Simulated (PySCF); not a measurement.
# C4H12N2OSi2: what the fields show

```xyz
21

C     2.3167    1.0060    0.8918
C     1.4987   -0.2367    1.0999
O     1.7603   -1.0824    1.9453
N     0.4222   -0.4376    0.3320
Si   -0.3478   -1.9508    0.7903
C    -1.7370   -1.8274   -0.5265
N    -1.7195   -0.4840   -1.0804
Si   -0.2884    0.4474   -0.9956
C    -0.6901    2.2590   -0.6265
H     3.2114    0.9623    1.5070
H     1.7252    1.8738    1.1742
H     2.5870    1.0983   -0.1569
H    -0.8795   -1.8526    2.1432
H     0.5273   -3.0804    0.5065
H    -2.7214   -2.0211   -0.0940
H    -1.5922   -2.5745   -1.3151
H    -2.4172   -0.3253   -1.7899
H     0.6614    0.3356   -2.1221
H     0.2008    2.8760   -0.6715
H    -1.3857    2.6434   -1.3644
H    -1.1411    2.3881    0.3522
```

Geometry: GFN2-xTB.

Computed with PySCF 2.14.0, PBE0/pcSseg-1, SCF density, gas phase, non-relativistic.

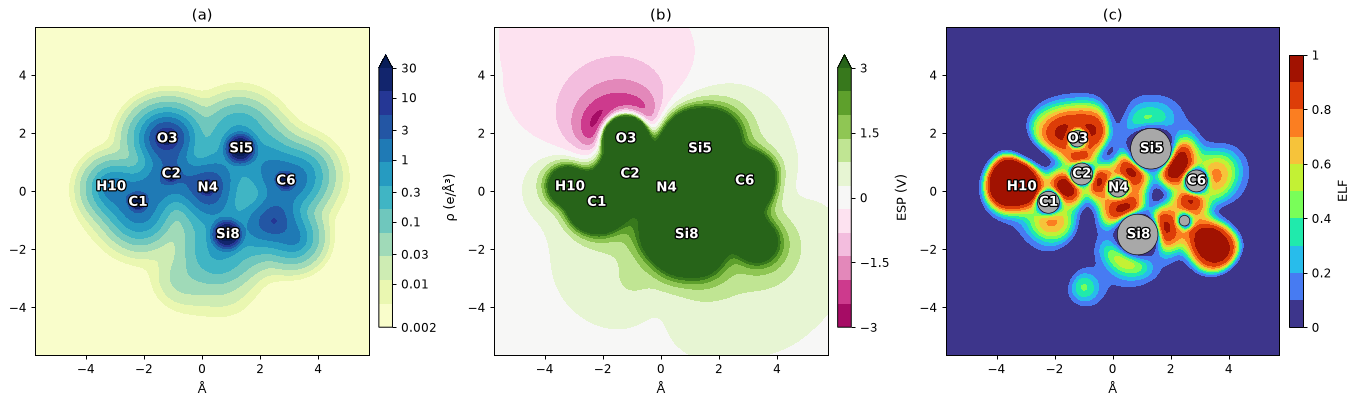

Figure 1. (a) total electron density; (b) molecular electrostatic potential; (c) electron localisation function on the plane of atoms C1, C2 and N4. Grey discs cover the atomic cores in the ELF map.

> Read the bonding off the picture.

- The plane passes through C, O, N, Si and H nuclei.
- C–O (1.22 Å): the density is about 3.2 e/Å³ at the midpoint; the ELF peaks at about 0.85 between the atoms (a short, multiple covalent bond).
- C–N (1.34 Å): ρ is about 2.4 e/Å³ halfway; the ELF peaks at about 0.90 between the atoms; localised, covalent bonding.
- C–C (1.50 Å): ρ at the midpoint is about 1.7 e/Å³; the ELF peaks at about 0.95 between the atoms; a covalent bond.
- C–Si (1.92 Å): ρ is about 0.92 e/Å³ halfway; the ELF peaks at about 1 between the atoms (a covalent bond).
- The ELF also peaks beside O3, away from the bonds: lone-pair regions.
- Outside the dense part of the molecule the potential is most negative (−2.6 V) near O3.

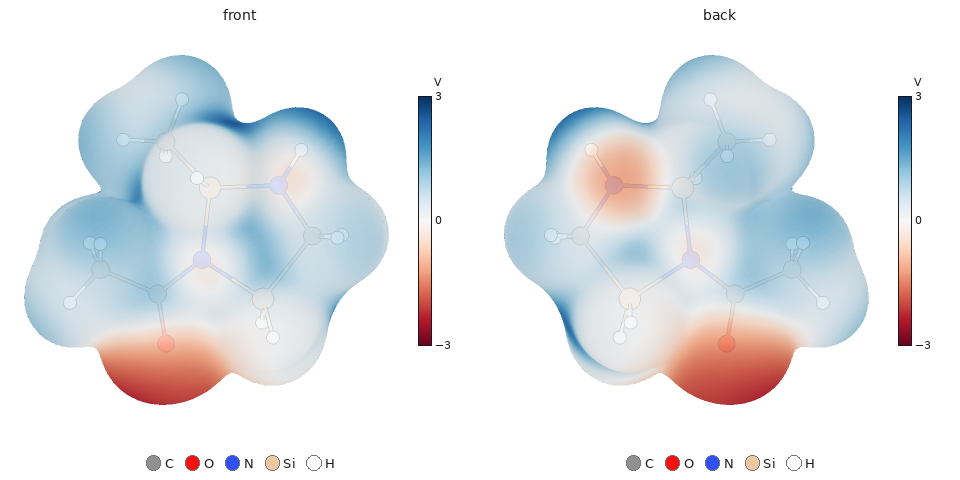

Figure 2. The molecular electrostatic potential painted on the density surface at 0.004 e/bohr³, seen from the front and from behind; red is negative and blue positive.

> Where is the surface potential most negative and most positive?

The most negative region (about −2.2 V) lies over O3, the most positive (about +2.3 V) over Si5 and Si8. O3 is the likeliest acceptor of a hydrogen bond.
